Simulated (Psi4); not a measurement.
# C$_{2}$HF$_{5}$: molecular dynamics (part 2 of 2)

Continued. System: C$_{2}$HF$_{5}$. Method: TPSS/6-31+G*, RKS (Psi4 1.11). The geometry comes from this level: PBE0-D4/def2-TZVP.

Geometry of the input (Å):
```
F  1.1089  -0.5539  1.2344
C  0.1920  -0.7106  0.2671
F  -0.9103  -1.2643  0.7958
C  -0.1679  0.6665  -0.3065
F  0.9182  1.2276  -0.8333
F  -0.6542  1.4700  0.6280
F  -1.0779  0.5249  -1.2677
H  0.5911  -1.3604  -0.5179
```

**What the program printed, continued**
```
    Gradient:                    1
    J tasked:                  Yes
    K tasked:                   No
    wK tasked:                  No
    Integrals threads:           1
    Memory [MiB]:             1144
    Schwarz Cutoff:          1E-12
    Fitting Condition:       1E-10

   => Auxiliary Basis Set <=

  Basis Set: (6-31+G* AUX)
    Blend: HEAVY-AUG-CC-PVDZ-JKFIT
    Number of shells: 205
    Number of basis functions: 732
    Number of Cartesian functions: 732
    Spherical Harmonics?: false
    Max angular momentum: 3

  ==> DFT Potential <==

   => LibXC <=

    Version 7.1.2

   => Composite Functional: TPSS <=

    TPSS Meta-GGA XC Functional

    Deriv               =              1
    GGA                 =           TRUE
    Meta                =           TRUE

    Exchange Hybrid     =          FALSE
    MP2 Hybrid          =          FALSE

   => Exchange Functionals <=

    1.0000   XC_MGGA_X_TPSS

   => Correlation Functionals <=

    1.0000   XC_MGGA_C_TPSS

   => LibXC Density Thresholds  <==

    XC_MGGA_C_TPSS:  1.00E-15
    XC_MGGA_X_TPSS:  1.00E-15

   => Molecular Quadrature <=

    Radial Scheme          =       TREUTLER
    Pruning Scheme         =           NONE
    Nuclear Scheme         =       TREUTLER

    Blocking Scheme        =         OCTREE
    BS radius alpha        =              1
    Pruning alpha          =              1
    Radial Points          =             75
    Spherical Points       =            302
    Total Points           =         173767
    Total Blocks           =           1360
    Max Points             =            256
    Max Functions          =            132
    Weights Tolerance      =       1.00E-15

  -Total Gradient:
     Atom            X                  Y                   Z
    ------   -----------------  -----------------  -----------------
       1       -0.008846404264     0.000023345741    -0.002971791578
       2        0.019516580935    -0.020326780463     0.000048963294
       3       -0.010148220495    -0.005583854980     0.011451139674
       4       -0.008706603988     0.044279694665     0.004785846259
       5        0.009678583453    -0.000700010151    -0.003610502990
       6        0.004522100047    -0.001803304877     0.012167204347
       7       -0.008997267705    -0.014185347393    -0.019028870424
       8        0.002939600426    -0.001739418973    -0.002931912483

	total time  =          2 seconds =       0.03 minutes
```

**Standard output**
```
step   0  Epot  -15676.318526  Ekin  0.132644  Etot  -15676.185883 eV  T   128.3 K
step   1  Epot  -15676.319894  Ekin  0.134036  Etot  -15676.185858 eV  T   129.6 K
step   2  Epot  -15676.320670  Ekin  0.134846  Etot  -15676.185823 eV  T   130.4 K
step   3  Epot  -15676.320727  Ekin  0.134947  Etot  -15676.185780 eV  T   130.5 K
step   4  Epot  -15676.320005  Ekin  0.134275  Etot  -15676.185730 eV  T   129.9 K
step   5  Epot  -15676.318501  Ekin  0.132827  Etot  -15676.185674 eV  T   128.4 K
step   6  Epot  -15676.316264  Ekin  0.130650  Etot  -15676.185615 eV  T   126.3 K
step   7  Epot  -15676.313391  Ekin  0.127839  Etot  -15676.185552 eV  T   123.6 K
step   8  Epot  -15676.310034  Ekin  0.124547  Etot  -15676.185487 eV  T   120.4 K
step   9  Epot  -15676.306403  Ekin  0.120983  Etot  -15676.185420 eV  T   117.0 K
step  10  Epot  -15676.302769  Ekin  0.117416  Etot  -15676.185352 eV  T   113.5 K
step  11  Epot  -15676.299452  Ekin  0.114167  Etot  -15676.185285 eV  T   110.4 K
step  12  Epot  -15676.296801  Ekin  0.111579  Etot  -15676.185222 eV  T   107.9 K
step  13  Epot  -15676.295156  Ekin  0.109990  Etot  -15676.185166 eV  T   106.4 K
step  14  Epot  -15676.294805  Ekin  0.109685  Etot  -15676.185120 eV  T   106.1 K
step  15  Epot  -15676.295939  Ekin  0.110854  Etot  -15676.185085 eV  T   107.2 K
step  16  Epot  -15676.298627  Ekin  0.113562  Etot  -15676.185064 eV  T   109.8 K
step  17  Epot  -15676.302790  Ekin  0.117731  Etot  -15676.185058 eV  T   113.9 K
step  18  Epot  -15676.308210  Ekin  0.123144  Etot  -15676.185066 eV  T   119.1 K
step  19  Epot  -15676.314551  Ekin  0.129465  Etot  -15676.185086 eV  T   125.2 K
step  20  Epot  -15676.321399  Ekin  0.136281  Etot  -15676.185118 eV  T   131.8 K
step  21  Epot  -15676.328302  Ekin  0.143142  Etot  -15676.185160 eV  T   138.4 K
step  22  Epot  -15676.334819  Ekin  0.149607  Etot  -15676.185211 eV  T   144.7 K
step  23  Epot  -15676.340553  Ekin  0.155281  Etot  -15676.185272 eV  T   150.2 K
step  24  Epot  -15676.345172  Ekin  0.159829  Etot  -15676.185343 eV  T   154.6 K
step  25  Epot  -15676.348415  Ekin  0.162990  Etot  -15676.185425 eV  T   157.6 K
step  26  Epot  -15676.350086  Ekin  0.164570  Etot  -15676.185516 eV  T   159.1 K
step  27  Epot  -15676.350054  Ekin  0.164436  Etot  -15676.185618 eV  T   159.0 K
step  28  Epot  -15676.348247  Ekin  0.162519  Etot  -15676.185728 eV  T   157.2 K
step  29  Epot  -15676.344657  Ekin  0.158815  Etot  -15676.185842 eV  T   153.6 K
step  30  Epot  -15676.339354  Ekin  0.153396  Etot  -15676.185958 eV  T   148.3 K
step  31  Epot  -15676.332496  Ekin  0.146423  Etot  -15676.186073 eV  T   141.6 K
step  32  Epot  -15676.324330  Ekin  0.138145  Etot  -15676.186185 eV  T   133.6 K
step  33  Epot  -15676.315188  Ekin  0.128895  Etot  -15676.186293 eV  T   124.6 K
step  34  Epot  -15676.305464  Ekin  0.119067  Etot  -15676.186397 eV  T   115.1 K
step  35  Epot  -15676.295582  Ekin  0.109086  Etot  -15676.186496 eV  T   105.5 K
step  36  Epot  -15676.285965  Ekin  0.099372  Etot  -15676.186593 eV  T    96.1 K
step  37  Epot  -15676.276998  Ekin  0.090312  Etot  -15676.186686 eV  T    87.3 K
step  38  Epot  -15676.269003  Ekin  0.082227  Etot  -15676.186776 eV  T    79.5 K
step  39  Epot  -15676.262227  Ekin  0.075367  Etot  -15676.186860 eV  T    72.9 K
step  40  Epot  -15676.256842  Ekin  0.069903  Etot  -15676.186939 eV  T    67.6 K
```

**Trajectory as extended XYZ (Å, eV, eV/Å), 13 of the 41 frames kept, from step=0 to step=40**
```
8
Properties=species:S:1:pos:R:3:forces:R:3 step=0 energy=-15676.31865
F     1.1089   -0.5539    1.2344    0.8692   0.1208   0.8813
C     0.1920   -0.7106    0.2671    0.2355   0.0151  -1.1097
F    -0.9103   -1.2643    0.7958   -1.0148  -0.5420   0.4717
C    -0.1679    0.6665   -0.3065    0.1738  -0.7352   0.3896
F     0.9182    1.2276   -0.8333    1.1107   0.5716  -0.5453
F    -0.6542    1.4700    0.6280   -0.4959   0.8313   0.9344
F    -1.0779    0.5249   -1.2677   -0.9267  -0.1457  -0.9886
H     0.5911   -1.3604   -0.5179    0.0462  -0.1098  -0.0345
8
Properties=species:S:1:pos:R:3:forces:R:3 step=3 energy=-15676.32085
F     1.1070   -0.5592    1.2347    0.7480   0.1536   0.6413
C     0.1833   -0.7047    0.2614    0.6260  -0.2585  -0.7617
F    -0.9053   -1.2670    0.7962   -1.2316  -0.5558   0.4946
C    -0.1676    0.6593   -0.3078    0.0690   0.0477   0.4851
F     0.9171    1.2334   -0.8337    0.9954   0.3988  -0.4757
F    -0.6509    1.4717    0.6345   -0.4242   0.5816   0.6864
F    -1.0770    0.5257   -1.2697   -0.9267  -0.1601  -0.9413
H     0.5771   -1.3494   -0.5247    0.1429  -0.2005  -0.1283
8
Properties=species:S:1:pos:R:3:forces:R:3 step=7 energy=-15676.31352
F     1.1056   -0.5660    1.2362    0.5390   0.1846   0.2622
C     0.1736   -0.6977    0.2517    1.1027  -0.8188  -0.2525
F    -0.9008   -1.2717    0.7977   -1.3514  -0.5043   0.4352
C    -0.1671    0.6500   -0.3082   -0.0963   1.1360   0.4373
F     0.9173    1.2419   -0.8350    0.7563   0.1367  -0.3374
F    -0.6473    1.4750    0.6444   -0.3086   0.2196   0.3316
F    -1.0775    0.5266   -1.2741   -0.8247  -0.1588  -0.7669
H     0.5632   -1.3413   -0.5379    0.1832  -0.1878  -0.1080
8
Properties=species:S:1:pos:R:3:forces:R:3 step=10 energy=-15676.30290
F     1.1054   -0.5709    1.2377    0.3822   0.1970  -0.0171
C     0.1686   -0.6941    0.2438    1.3629  -1.2841   0.0912
F    -0.8992   -1.2759    0.7994   -1.3103  -0.4190   0.3263
C    -0.1668    0.6452   -0.3076   -0.2118   1.8144   0.3038
F     0.9185    1.2485   -0.8365    0.5477  -0.0480  -0.2206
F    -0.6450    1.4777    0.6523   -0.2267  -0.0271   0.0816
F    -1.0790    0.5269   -1.2784   -0.6905  -0.1356  -0.5727
H     0.5573   -1.3399   -0.5504    0.1479  -0.0908   0.0091
8
Properties=species:S:1:pos:R:3:forces:R:3 step=13 energy=-15676.29528
F     1.1056   -0.5755    1.2392    0.2488   0.1970  -0.2595
C     0.1660   -0.6928    0.2361    1.4712  -1.6119   0.4068
F    -0.8991   -1.2805    0.8014   -1.1754  -0.3093   0.1764
C    -0.1669    0.6436   -0.3064   -0.2915   2.2350   0.1445
F     0.9203    1.2550   -0.8383    0.3400  -0.1959  -0.1093
F    -0.6430    1.4805    0.6602   -0.1599  -0.2243  -0.1377
F    -1.0813    0.5272   -1.2833   -0.5295  -0.0890  -0.3496
H     0.5546   -1.3405   -0.5628    0.0989   0.0044   0.1300
8
Properties=species:S:1:pos:R:3:forces:R:3 step=17 energy=-15676.30292
F     1.1063   -0.5814    1.2407    0.1274   0.1739  -0.4956
C     0.1667   -0.6955    0.2271    1.3235  -1.6073   0.8027
F    -0.9010   -1.2873    0.8044   -0.8976  -0.1555  -0.0542
C    -0.1679    0.6478   -0.3045   -0.3062   2.2583  -0.0265
F     0.9232    1.2633   -0.8408    0.0909  -0.3115   0.0129
F    -0.6406    1.4837    0.6706   -0.1028  -0.3867  -0.3706
F    -1.0852    0.5274   -1.2905   -0.3062   0.0116  -0.0447
H     0.5541   -1.3412   -0.5749    0.0751   0.0216   0.1770
8
Properties=species:S:1:pos:R:3:forces:R:3 step=20 energy=-15676.32153
F     1.1070   -0.5856    1.2411    0.0833   0.1400  -0.5968
C     0.1700   -0.7010    0.2219    1.0182  -1.2503   1.0597
F    -0.9037   -1.2925    0.8066   -0.6513  -0.0526  -0.2255
C    -0.1693    0.6557   -0.3031   -0.2403   1.8690  -0.1018
F     0.9256    1.2691   -0.8426   -0.0651  -0.3329   0.0793
F    -0.6389    1.4856    0.6778   -0.0868  -0.4267  -0.4961
F    -1.0886    0.5275   -1.2960   -0.1495   0.1133   0.1695
H     0.5558   -1.3413   -0.5797    0.0969  -0.0570   0.1119
8
Properties=species:S:1:pos:R:3:forces:R:3 step=23 energy=-15676.34068
F     1.1078   -0.5896    1.2409    0.0768   0.0968  -0.6307
C     0.1751   -0.7086    0.2186    0.6211  -0.7105   1.2238
F    -0.9071   -1.2979    0.8086   -0.3980   0.0322  -0.3782
C    -0.1711    0.6669   -0.3019   -0.1209   1.2132  -0.1461
F     0.9279    1.2746   -0.8444   -0.1928  -0.3055   0.1252
F    -0.6373    1.4871    0.6846   -0.0933  -0.4007  -0.5782
F    -1.0922    0.5278   -1.3013   -0.0098   0.2311   0.3626
H     0.5595   -1.3426   -0.5821    0.1230  -0.1555   0.0214
8
Properties=species:S:1:pos:R:3:forces:R:3 step=27 energy=-15676.35018
F     1.1091   -0.5947    1.2396    0.1177   0.0376  -0.5745
C     0.1835   -0.7207    0.2177    0.0965   0.0044   1.1822
F    -0.9124   -1.3049    0.8105   -0.0793   0.1179  -0.5336
C    -0.1738    0.6850   -0.3006    0.0799   0.1325  -0.1950
F     0.9307    1.2814   -0.8466   -0.3215  -0.2170   0.1610
F    -0.6354    1.4883    0.6925   -0.1299  -0.2855  -0.6254
F    -1.0969    0.5286   -1.3077    0.1476   0.3976   0.5829
H     0.5686   -1.3496   -0.5846    0.0956  -0.1882   0.0025
8
Properties=species:S:1:pos:R:3:forces:R:3 step=30 energy=-15676.33948
F     1.1101   -0.5986    1.2378    0.1784   0.0018  -0.4630
C     0.1902   -0.7299    0.2195   -0.2272   0.3969   0.9414
F    -0.9164   -1.3101    0.8113    0.1280   0.1665  -0.6060
C    -0.1757    0.6990   -0.3001    0.2272  -0.6761  -0.2364
F     0.9323    1.2861   -0.8480   -0.3910  -0.1337   0.1747
F    -0.6342    1.4889    0.6976   -0.1688  -0.1658  -0.6258
F    -1.1003    0.5297   -1.3117    0.2451   0.5157   0.7190
H     0.5777   -1.3594   -0.5863    0.0144  -0.1064   0.0974
8
Properties=species:S:1:pos:R:3:forces:R:3 step=33 energy=-15676.31532
F     1.1114   -0.6024    1.2355    0.2575  -0.0198  -0.3039
C     0.1964   -0.7383    0.2229   -0.4943   0.6622   0.6073
F    -0.9203   -1.3150    0.8113    0.2977   0.2066  -0.6397
C    -0.1772    0.7118   -0.3000    0.3467  -1.3758  -0.2734
F     0.9335    1.2907   -0.8492   -0.4407  -0.0548   0.1814
F    -0.6331    1.4892    0.7020   -0.2062  -0.0469  -0.6132
F    -1.1034    0.5314   -1.3149    0.3268   0.6159   0.8291
H     0.5872   -1.3715   -0.5859   -0.0826   0.0123   0.2151
8
Properties=species:S:1:pos:R:3:forces:R:3 step=37 energy=-15676.27713
F     1.1136   -0.6075    1.2319    0.3751  -0.0212  -0.0466
C     0.2032   -0.7477    0.2292   -0.8035   0.9056   0.1996
F    -0.9250   -1.3212    0.8103    0.4565   0.2533  -0.6303
C    -0.1782    0.7249   -0.3007    0.4380  -2.0332  -0.2852
F     0.9343    1.2968   -0.8505   -0.4818   0.0187   0.1844
F    -0.6320    1.4896    0.7068   -0.2356   0.0661  -0.6062
F    -1.1069    0.5347   -1.3177    0.4134   0.7050   0.9332
H     0.5968   -1.3869   -0.5780   -0.1591   0.1068   0.2551
8
Properties=species:S:1:pos:R:3:forces:R:3 step=40 energy=-15676.25697
F     1.1157   -0.6114    1.2291    0.4549  -0.0012   0.1528
C     0.2067   -0.7529    0.2343   -1.0036   1.0453  -0.0025
F    -0.9279   -1.3256    0.8086    0.5218   0.2871  -0.5888
C    -0.1780    0.7306   -0.3018    0.4477  -2.2769  -0.2461
F     0.9342    1.3014   -0.8512   -0.4977   0.0360   0.1857
F    -0.6316    1.4900    0.7096   -0.2325   0.0927  -0.6257
F    -1.1090    0.5382   -1.3186    0.4627   0.7294   0.9785
H     0.6003   -1.3961   -0.5659   -0.1512   0.0894   0.1508
```

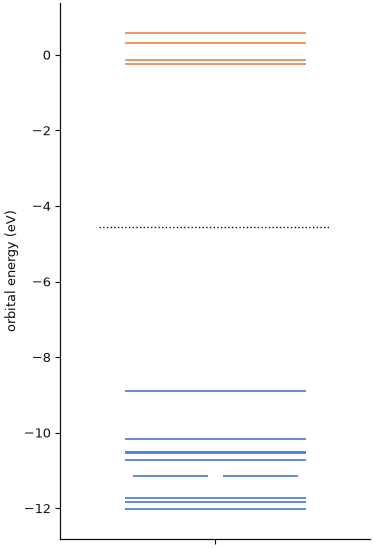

Orbital energies near the frontier; the dotted line parts filled from empty levels, and levels within 0.02 eV of each other stand side by side. Highest filled −8.89 eV, lowest empty −0.24 eV, 8.65 eV apart.
